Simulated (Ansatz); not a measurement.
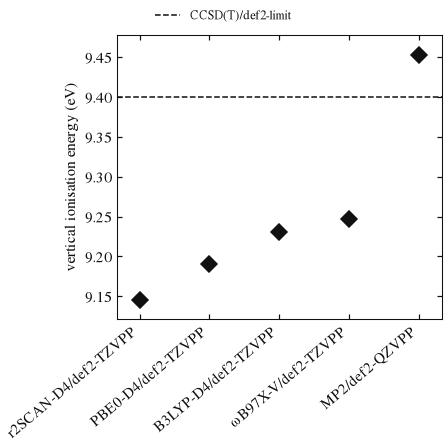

Vertical ionisation energy of CH₄SSi, SMILES C1[SiH2]S1, taken as the energy of the cation less that of the neutral at fixed geometry (unrestricted doublet cation, cores frozen in correlated methods, no spin-orbit coupling), the Ansatz code 0.2.0, at a PBE0-D4/def2-TZVP geometry (a minimum by its frequencies). Limit means an estimate of the basis limit from triple and quadruple zeta; for coupled cluster it is either extrapolated directly or built as the MP2 limit plus the step from MP2 in triple zeta. The distance of MP2/def2-QZVPP to the limit includes basis error.

> What range do the values span, the line included?

From 9.15 eV (r2SCAN-D4/def2-TZVPP) to 9.45 eV (MP2/def2-QZVPP).

> Which level comes closest to the line (CCSD(T)/def2-limit), and which misses most?

Closest MP2/def2-QZVPP (9.45 eV), against 9.40 eV; farthest r2SCAN-D4/def2-TZVPP (9.15 eV).
